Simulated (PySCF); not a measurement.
# WOBr3: other functionals and bases at one geometry

How far do other levels of theory move the description of WOBr3, and what does each cost? The structure is generated, not taken from experiment.

Program: PySCF 2.14.0. Level of theory: several levels, as the steps say, no spin–orbit coupling. These are calculated values, not measurements.

2 further runs of the same task are left out: 2 for a known fault of the program. Runs told in other sessions of the task aren't counted.

### Step 1. The starting structure

5 atoms, charge 0, spin multiplicity 2.

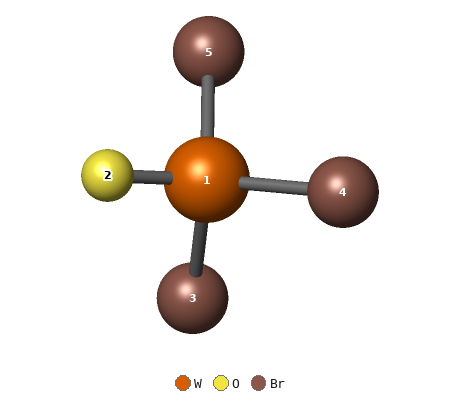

The structure; tungsten orange, oxygen yellow, bromine brown; atoms are numbered from 1 in the order of the file.

As a file:

| atom | x (Å) | y (Å) | z (Å) |
| --- | --- | --- | --- |
| W1 | 0.25847 | 0.00000 | 0.25565 |
| O2 | 1.53731 | 0.00000 | 1.37680 |
| Br3 | 0.66781 | 1.83588 | -1.28861 |
| Br4 | -1.99674 | 0.00000 | 1.15586 |
| Br5 | 0.66781 | -1.83588 | -1.28861 |

Formal oxidation states: W +5. An earlier session relaxed this geometry at PBE, W def2-SVP with ECP60, O def2-SVP, Br def2-SVP (doublet, point group Cs).

At PBE on the finer grid: E = -7862.806172 Eh, HOMO -5.05 eV, LUMO -4.49 eV (over both spins), ⟨S²⟩ = 0.754, Mulliken charge on W1 +0.70 e, largest force component 0.005 eV/Å. 

Levels to run: PBE0; M06-L; wB97X; CAM-B3LYP; PBE, TZVP; PBE, x2c-SVP. Hardware: 4 threads of Arm Neoverse V2, shared host.

### Step 2. PBE0

run.py (the lines that set the calculation)

```python
mol = gto.M(atom='''
W      0.25847     0.00000     0.25565
O      1.53731     0.00000     1.37680
Br     0.66781     1.83588    -1.28861
Br    -1.99674     0.00000     1.15586
Br     0.66781    -1.83588    -1.28861''',
    basis={'W': 'def2-SVP', 'O': 'def2-SVP', 'Br': 'def2-SVP'},
    ecp={'W': 'def2-SVP'},
    charge=0, spin=1)
mf = dft.UKS(mol, xc='PBE0')
mf.grids.atom_grid = (75, 302)
mf = mf.density_fit()  # fitting sets: W def2-universal-JKFIT, O def2-universal-JKFIT, Br def2-universal-JKFIT
mf.conv_tol = 1e-08; mf.max_cycle = 55
mf.kernel(dm0)  # dm0: the density of the relaxed state
```

On the command line:

```bash
$ OMP_NUM_THREADS=4 python run.py
```

### Step 3. M06-L

run.py (the lines that set the calculation): that of step 2 with these lines changed.

```diff
@@ -9,3 +9,3 @@
     charge=0, spin=1)
-mf = dft.UKS(mol, xc='PBE0')
+mf = dft.UKS(mol, xc='M06L')
 mf.grids.atom_grid = (75, 302)
```

### Step 4. wB97X

run.py (the lines that set the calculation): that of step 3 with these lines changed.

```diff
@@ -9,3 +9,3 @@
     charge=0, spin=1)
-mf = dft.UKS(mol, xc='M06L')
+mf = dft.UKS(mol, xc='WB97X')
 mf.grids.atom_grid = (75, 302)
```

### Step 5. CAM-B3LYP

run.py (the lines that set the calculation): that of step 4 with these lines changed.

```diff
@@ -9,3 +9,3 @@
     charge=0, spin=1)
-mf = dft.UKS(mol, xc='WB97X')
+mf = dft.UKS(mol, xc='CAMB3LYP')
 mf.grids.atom_grid = (75, 302)
```

### Step 6. PBE, TZVP

Basis: W def2-TZVP with ECP60, O def2-TZVP, Br def2-TZVP. 

run.py (the lines that set the calculation)

```python
mol = gto.M(atom='''
W      0.25847     0.00000     0.25565
O      1.53731     0.00000     1.37680
Br     0.66781     1.83588    -1.28861
Br    -1.99674     0.00000     1.15586
Br     0.66781    -1.83588    -1.28861''',
    basis={'W': 'def2-TZVP', 'O': 'def2-TZVP', 'Br': 'def2-TZVP'},
    ecp={'W': 'def2-TZVP'},
    charge=0, spin=1)
mf = dft.UKS(mol, xc='PBE')
mf.grids.atom_grid = (75, 302)
mf = mf.density_fit()  # fitting sets: W def2-universal-JKFIT, O def2-universal-JKFIT, Br def2-universal-JKFIT
mf.conv_tol = 1e-08; mf.max_cycle = 55
mf.kernel(dm0)  # dm0: free metal ions and neutral atoms
```

### Step 7. PBE, x2c-SVP

Basis: W x2c-SVPall, O x2c-SVPall, Br x2c-SVPall. All electrons are treated, with the spin-free X2C Hamiltonian.

run.py (the lines that set the calculation)

```python
mol = gto.M(atom='''
W      0.25847     0.00000     0.25565
O      1.53731     0.00000     1.37680
Br     0.66781     1.83588    -1.28861
Br    -1.99674     0.00000     1.15586
Br     0.66781    -1.83588    -1.28861''',
    basis={'W': 'x2c-SVPall', 'O': 'x2c-SVPall', 'Br': 'x2c-SVPall'},
    nucmod='G',
    charge=0, spin=1)
mf = dft.UKS(mol, xc='PBE')
mf.grids.atom_grid = (99, 590)
mf = mf.density_fit()  # fitting sets: W AutoAux, O AutoAux, Br AutoAux
mf = mf.sfx2c1e()
mf.conv_tol = 1e-08; mf.max_cycle = 55
mf.kernel(dm0)  # dm0: free metal ions and neutral atoms
```

What does the calculation give? Wanted: for each run, HOMO; gap; charge on W1; dipole; largest force component.

The runs gave:

| level | state | HOMO (eV) | gap (eV) | charge on W1 (e) | dipole (D) | largest force component (eV/Å) | basis functions | time |
| --- | --- | --- | --- | --- | --- | --- | --- | --- |
| PBE (relaxed here) | doublet | -5.05 | 0.56 | 0.70 | 1.22 | 0.00 | 142 | 17 s |
| PBE0 | doublet | -6.67 | 2.71 | 0.90 | 1.30 | 1.06 | 142 | 12 s |
| M06-L | doublet | -5.39 | 0.90 | 1.08 | 1.26 | 0.52 | 142 | 10 s |
| wB97X | doublet | -9.06 | 7.10 | 0.96 | 1.29 | 1.48 | 142 | 18 s |
| CAM-B3LYP | doublet | -8.01 | 5.15 | 0.89 | 1.32 | 1.16 | 142 | 18 s |
| PBE, TZVP | doublet | -5.09 | 0.54 | 1.00 | 1.27 | 0.16 | 215 | 18 s |
| PBE, x2c-SVP | doublet | -5.12 | 0.50 | 0.45 | 1.31 | 0.57 | 176 | 35 s |

Times are on 4 threads of Arm Neoverse V2, shared host; the first row also made further properties.

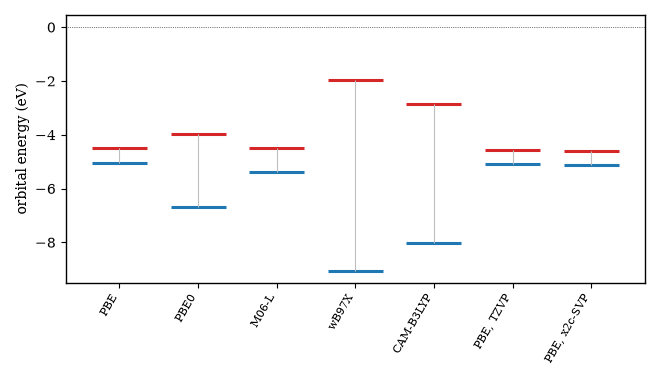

Highest filled and lowest empty level, method by method.

In one basis the HOMO–LUMO gap runs from 0.56 eV (PBE) to 7.10 eV (wB97X). The largest leftover force, 1.48 eV/Å with wB97X, stands at a geometry relaxed at another level. The Mulliken charge on W spans +0.45 to +1.08 e over the levels. Total energies of different levels can't be compared. Spin–orbit coupling is left out throughout.
